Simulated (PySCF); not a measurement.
**GeCl2 (SMILES [Cl][Ge][Cl]) at CCSDT/STO-3G**

Aim: the vertical ionisation energy of GeCl2 at CCSDT/STO-3G, from 2 runs. 

The calculation is run with PySCF 2.14.0.

4 further runs of the same task are left out: 4 set aside as unsound or not needed.

## Step 1: Starting point

GeCl2: 3 atoms, total charge 0, spin state singlet. As SMILES, `[Cl][Ge][Cl]`. The shape comes from GFN2-xTB, which is rough for such elements, and wasn't checked as a minimum.

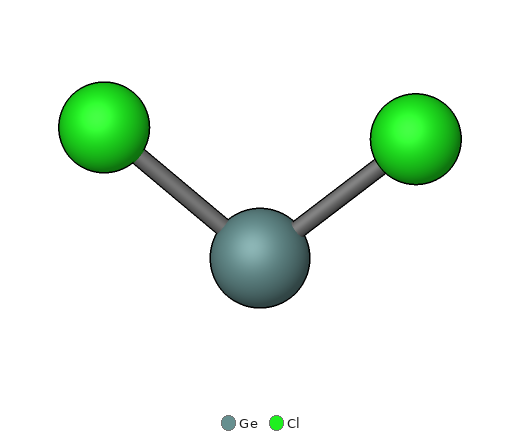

Viewed from a chosen angle; germanium teal, chlorine green.

## Step 2: The energy at CCSDT/STO-3G

Input file input.xyz:

```xyz
3

Ge     0.004890    -0.007110    -0.931180
Cl     1.647840    -0.018820     0.474730
Cl    -1.652730     0.025930     0.456450
```

Input file input.py:

```python
from pyscf import gto, scf, cc

mol = gto.Mole()
mol.atom = 'input.xyz'
mol.max_memory = 1860
mol.basis = 'sto-3g'
mol.spin = 0
mol.verbose = 3
mol.build()

mf = scf.RHF(mol)
mf.conv_tol = 1e-10
mf.kernel()
if not mf.converged:
    mf = mf.newton().run(mf.mo_coeff, mf.mo_occ)

mycc = cc.CCSDT(mf, frozen=19)
mycc.kernel()
etot = mycc.e_tot
print(f'total energy: {etot:.8f} hartree')
```

The run is started by

```
$ OMP_NUM_THREADS=1 python input.py
```

What it wrote:

```text
converged SCF energy = -2961.00327941357
_make_eris_incore_RCCSDT

WARN: A large `blksize` is being used, which may cause large memory consumption
      for storing contraction intermediates. If memory is sufficient, consider using
      `pyscf.cc.rccsdt_highm.RCCSDT` instead.

RCCSDT converged
E(RCCSDT) = -2961.055139247243   E_corr = -0.05185983367152983
E_corr(same-spin) = -0.00715554262594977
E_corr(oppo-spin) = -0.0447042910455801
total energy: -2961.05513925 hartree
```

Wall time 2.6 s (1 thread of Arm Neoverse V1, shared host); peak memory 0.11 GiB.

## Step 3: The doublet cation

Input file job.py:

```python
from pyscf import gto, scf, cc

system = gto.M(
    atom='''
Ge     0.009241    -0.013436    -1.759675
Cl     3.113966    -0.035565     0.897110
Cl    -3.123207     0.049001     0.862565
''',
    spin=1,
    charge=1,
    verbose=4,
    unit='bohr',
    max_memory=1860,
    basis='sto-3g',
)

mf = scf.UHF(system)
mf.conv_tol = 1e-10
mf.kernel()
if not mf.converged:
    mf = mf.newton().run(mf.mo_coeff, mf.mo_occ)

mycc = cc.CCSDT(mf, frozen=19)
mycc.kernel()
energy = mycc.e_tot
print('Final energy', energy)
```

The run is started by

```
$ OMP_NUM_THREADS=1 python job.py
```

What it wrote:

```text
PySCF version 2.14.0

[INPUT] num. atoms = 3
[INPUT] num. electrons = 65
[INPUT] charge = 1
[INPUT] spin (= nelec alpha-beta = 2S) = 1
[INPUT] symmetry False subgroup None
[INPUT] Mole.unit = bohr
[INPUT] Symbol           X                Y                Z      unit          X                Y                Z       unit  Magmom
[INPUT]  1 Ge     0.004890126606  -0.007110025006  -0.931179908626 AA    0.009241000000  -0.013436000000  -1.759675000000 Bohr   0.0
[INPUT]  2 Cl     1.647839842780  -0.018820187506   0.474730167688 AA    3.113966000000  -0.035565000000   0.897110000000 Bohr   0.0
[INPUT]  3 Cl    -1.652729969386   0.025930212512   0.456449740937 AA   -3.123207000000   0.049001000000   0.862565000000 Bohr   0.0

nuclear repulsion = 312.606039871129
number of shells = 18
number of NR pGTOs = 108
number of NR cGTOs = 36
basis = sto-3g
ecp = {}

******** <class 'pyscf.scf.uhf.UHF'> ********
method = UHF
initial guess = minao
damping factor = 0
level_shift factor = 0
DIIS = <class 'pyscf.scf.diis.CDIIS'>
diis_start_cycle = 1
diis_space = 8
diis_damp = 0
SCF conv_tol = 1e-10
SCF conv_tol_grad = None
SCF max_cycles = 50
direct_scf = True
direct_scf_tol = 1e-13
number electrons alpha = 33  beta = 32
Set gradient conv threshold to 1e-05
init E= -2957.62693469976
[... the frontier-level lines of each cycle are left out ...]

cycle= 1 E= -2960.67647536993  delta_E= -3.05  |g|= 0.199  |ddm|= 1.69
cycle= 2 E= -2960.70870040664  delta_E= -0.0322  |g|= 0.0505  |ddm|= 0.465
cycle= 3 E= -2960.71246677785  delta_E= -0.00377  |g|= 0.0195  |ddm|= 0.136
cycle= 4 E= -2960.71320098235  delta_E= -0.000734  |g|= 0.00735  |ddm|= 0.0642
cycle= 5 E= -2960.71337598675  delta_E= -0.000175  |g|= 0.00189  |ddm|= 0.0435
cycle= 6 E= -2960.7133954994  delta_E= -1.95e-05  |g|= 0.000993  |ddm|= 0.0135
cycle= 7 E= -2960.71340283005  delta_E= -7.33e-06  |g|= 0.000339  |ddm|= 0.0119
cycle= 8 E= -2960.71340350972  delta_E= -6.8e-07  |g|= 9.25e-05  |ddm|= 0.00371
cycle= 9 E= -2960.71340355094  delta_E= -4.12e-08  |g|= 3.14e-05  |ddm|= 0.000822
cycle= 10 E= -2960.71340355506  delta_E= -4.12e-09  |g|= 9.5e-06  |ddm|= 0.000217
cycle= 11 E= -2960.71340355539  delta_E= -3.31e-10  |g|= 2.61e-06  |ddm|= 7.14e-05
cycle= 12 E= -2960.71340355541  delta_E= -2.5e-11  |g|= 5.12e-07  |ddm|= 2.08e-05
Extra cycle  E= -2960.71340355541  delta_E= -4.55e-13  |g|= 2.83e-07  |ddm|= 1.6e-06
converged SCF energy = -2960.71340355541  <S^2> = 0.7697358  2S+1 = 2.0196394

******** <class 'pyscf.cc.uccsdt.UCCSDT'> ********
UCCSDT nocc = (np.int64(14), np.int64(13)), nmo = (17, 17)
Allocating only the i<=j<=k part of the T3 amplitude in memory
frozen orbitals 19
max_cycle = 50
conv_tol = 1e-07
conv_tol_normt = 1e-06
diis with the T3 amplitude
diis_space = 6
diis_start_cycle = 0
diis_start_energy_diff = 1e+09
einsum_backend: numpy
_make_eris_incore_UCCSDT
blksize_o_aaa     8    blksize_v_aaa     4
blksize_o_aab     8    blksize_v_aab     4

WARN: A large `blksize_v_aaa` is being used, which may cause large memory consumption
      for storing contraction intermediates. If memory is sufficient, consider using
      `pyscf.cc.uccsdt_highm.UCCSDT` instead.

WARN: A large `blksize_v_aab` is being used, which may cause large memory consumption
      for storing contraction intermediates. If memory is sufficient, consider using
      `pyscf.cc.uccsdt_highm.UCCSDT` instead.

Approximate memory usage estimate
    T3 memory                 276 KB
    R3 memory                 276 KB
    Block workspace           784 KB
Init t2, MP2 energy = -0.0441870241473482
Init E_corr(UCCSDT) = -0.0441870241474887
cycle =  1  E_corr(UCCSDT) = -0.050617307126  dE = -6.430282978478e-03  norm(d tamps) = 1.04803320e-01
cycle =  2  E_corr(UCCSDT) = -0.059522308164  dE = -8.905001038474e-03  norm(d tamps) = 6.59185077e-02
cycle =  3  E_corr(UCCSDT) = -0.060035483129  dE = -5.131749643435e-04  norm(d tamps) = 4.01657952e-02
cycle =  4  E_corr(UCCSDT) = -0.065137921860  dE = -5.102438731412e-03  norm(d tamps) = 2.46206955e-02
cycle =  5  E_corr(UCCSDT) = -0.065264773592  dE = -1.268517315500e-04  norm(d tamps) = 7.90664616e-03
cycle =  6  E_corr(UCCSDT) = -0.065215282558  dE =  4.949103410211e-05  norm(d tamps) = 5.25242016e-03
cycle =  7  E_corr(UCCSDT) = -0.065323637664  dE = -1.083551067108e-04  norm(d tamps) = 2.62152718e-03
cycle =  8  E_corr(UCCSDT) = -0.065303209005  dE =  2.042865918017e-05  norm(d tamps) = 1.60334763e-03
cycle =  9  E_corr(UCCSDT) = -0.065332848984  dE = -2.963997871862e-05  norm(d tamps) = 9.74404574e-04
cycle = 10  E_corr(UCCSDT) = -0.065331685931  dE =  1.163052975775e-06  norm(d tamps) = 3.39440443e-04
cycle = 11  E_corr(UCCSDT) = -0.065329876328  dE =  1.809602651559e-06  norm(d tamps) = 1.68820806e-04
cycle = 12  E_corr(UCCSDT) = -0.065333219538  dE = -3.343209360032e-06  norm(d tamps) = 1.08205959e-04
cycle = 13  E_corr(UCCSDT) = -0.065333501612  dE = -2.820743642967e-07  norm(d tamps) = 6.51940439e-05
cycle = 14  E_corr(UCCSDT) = -0.065334582568  dE = -1.080955961102e-06  norm(d tamps) = 4.04175656e-05
cycle = 15  E_corr(UCCSDT) = -0.065334498679  dE =  8.388898059541e-08  norm(d tamps) = 2.10559168e-05
cycle = 16  E_corr(UCCSDT) = -0.065334155892  dE =  3.427870777090e-07  norm(d tamps) = 1.21753860e-05
cycle = 17  E_corr(UCCSDT) = -0.065333930569  dE =  2.253226532023e-07  norm(d tamps) = 7.75911409e-06
cycle = 18  E_corr(UCCSDT) = -0.065333882798  dE =  4.777102377562e-08  norm(d tamps) = 4.14963658e-06
cycle = 19  E_corr(UCCSDT) = -0.065333833734  dE =  4.906374535818e-08  norm(d tamps) = 2.61217921e-06
cycle = 20  E_corr(UCCSDT) = -0.065333904044  dE = -7.030923426798e-08  norm(d tamps) = 1.66736458e-06
cycle = 21  E_corr(UCCSDT) = -0.065333917375  dE = -1.333140055293e-08  norm(d tamps) = 9.87534785e-07
UCCSDT converged
E(UCCSDT) = -2960.778737472787   E_corr = -0.06533391737510637
E_corr(same-spin) = -0.0128484961055046
E_corr(oppo-spin) = -0.0524854212696018
Final energy -2960.778737472787
```

Run time: 5.4 s. Hardware: 1 thread of Arm Neoverse V1, shared host; peak memory 0.12 GiB.

## Step 4: Outcome

At CCSDT/STO-3G, 19 core orbitals frozen:

```
                                                                  quantity           value
                                               singlet GeCl2: total energy  -2961.05514 Eh
                       singlet GeCl2: dipole moment (Hartree–Fock density)          2.90 D
                        singlet GeCl2: HOMO energy (Hartree–Fock orbitals)        -8.26 eV
                        singlet GeCl2: LUMO energy (Hartree–Fock orbitals)         2.85 eV
                      singlet GeCl2: HOMO–LUMO gap (Hartree–Fock orbitals)        11.10 eV
               singlet GeCl2: correlation energy (19 core orbitals frozen)       -51.9 mEh
                                              singlet GeCl2: T1 diagnostic           0.010
                                              doublet cation: total energy  -2960.77874 Eh
doublet cation: HOMO energy (Hartree–Fock orbitals) (highest over α and β)       -17.05 eV
 doublet cation: LUMO energy (Hartree–Fock orbitals) (lowest over α and β)        -7.49 eV
              doublet cation: correlation energy (19 core orbitals frozen)       -65.3 mEh
                         doublet cation: ⟨S²⟩ of the reference determinant           0.770
                                             doublet cation: T1 diagnostic           0.021
                        vertical ionisation energy (to the doublet cation)        7.521 eV
```

What this shows: The vertical ionisation energy comes to 7.52 eV (173 kcal/mol). In a minimal basis such a difference can be off by several eV, whatever the method. Mulliken charges (singlet GeCl2) of the mean-field density run from -0.38 on Cl2 to +0.77 on Ge1.
